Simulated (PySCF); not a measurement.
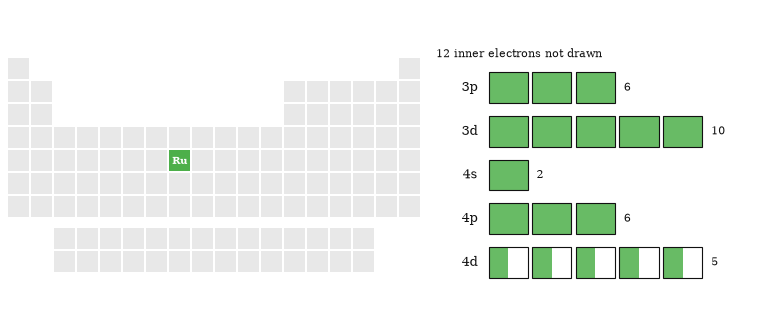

Figure 1. Left, the place of ruthenium in the periodic table; right, the outer shells of the nominal configuration: a box for each of the 2l + 1 orbitals, shaded by the share of the shell that is filled, with the electron count at the right.

Atomic calculation for Ru³⁺

Ru³⁺, configuration 1s2 2s2 2p6 3s2 3p6 3d10 4s2 4p6 4d5, multiplicity 6. Computed at this level: unrestricted HF, aug-cc-pVTZ-DK, spin-free X2C-1e, Gaussian nucleus (PySCF).

Results in brief:

```tsv
quantity	value
outcome	converged
total energy	−4526.1018 hartree
⟨S²⟩	8.751
SCF iterations	1
hardware	1 CPU thread, shared host
CPU time	1.4 s (integrals apart)
```

Notes:

Radii and densities are those of the two-component orbitals, without the picture-change correction, so the innermost s shells come out slightly too small (about 1 % for 1s near Z = 40, more for heavier atoms).

The input:
```python
from pyscf import gto, scf, dft, mp, cc
import basis_set_exchange as bse
mol = gto.M(atom="Ru 0 0 0", charge=3, spin=5, symmetry="D2h",
            basis=gto.basis.parse(bse.get_basis("aug-cc-pVTZ-DK", elements=["Ru"], fmt="nwchem")),
            nucmod="G")
mf = scf.UHF(mol).sfx2c1e()
mf.irrep_nelec = {'Ag': (8, 6), 'B1g': (2, 1), 'B2g': (2, 1), 'B3g': (2, 1), 'B1u': (3, 3), 'B2u': (3, 3), 'B3u': (3, 3)}
mf.kernel()
```

The script is an equivalent of what the driver set up; the driver started from orbitals of its own, so the log can be shorter than this script's would be, and it computed the properties (radii, ⟨L²⟩, response) afterwards. It held the occupations shell by shell, which the script's counts by irreducible representation don't always enforce.

Output (extracts):
```
damping factor = 0
level_shift factor = 0
DIIS = <class 'pyscf.scf.diis.CDIIS'>
diis_start_cycle = 1
diis_space = 10
diis_damp = 0
SCF conv_tol = 1e-09
SCF conv_tol_grad = None
number electrons alpha = 23  beta = 18
cycle= 1 E= -4526.1017631309  delta_E= -4.46e-11  |g|= 2.58e-06  |ddm|= 1.5e-05
converged SCF energy = -4526.1017631309  <S^2> = 8.750819  2S+1 = 6.000273
```

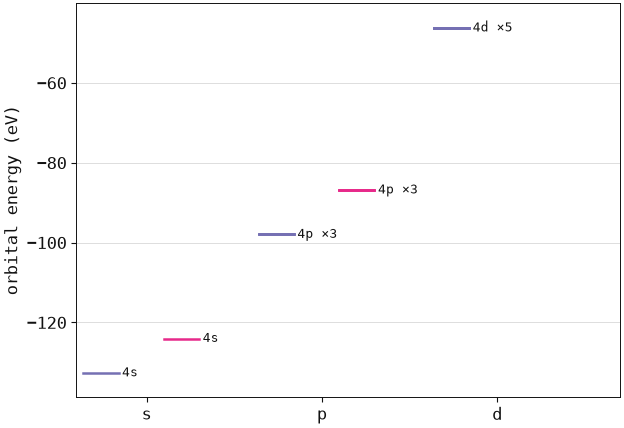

Figure 2. Orbital energies of the mean field, from the top down to −132.6 eV, by angular momentum, α spin at the left of each column and β at the right; ×n counts the orbitals under one label. The highest filled orbital is 4d α at −46.2 eV, the lowest empty one d β at −25.3 eV.

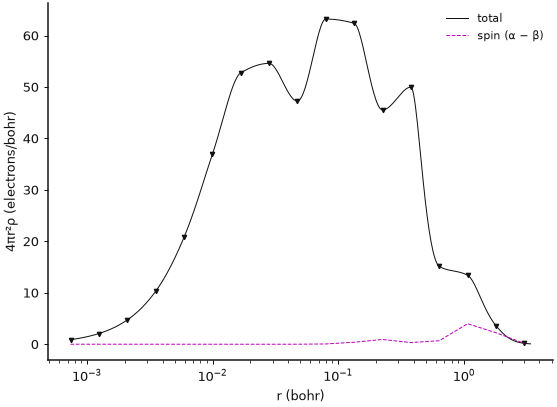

Figure 3. Spherically averaged radial density 4πr²ρ of the mean field and its spin part; markers are the stored points, which are sparse, and the line is a monotone interpolation between them. The largest stored value is 63.2 electrons/bohr at r = 0.080 bohr. Root-mean-square radii of the shells: 3d 0.418, 3s 0.428, 3p 0.432, 4s 1.08, 4p 1.19, 4d 1.53 bohr.
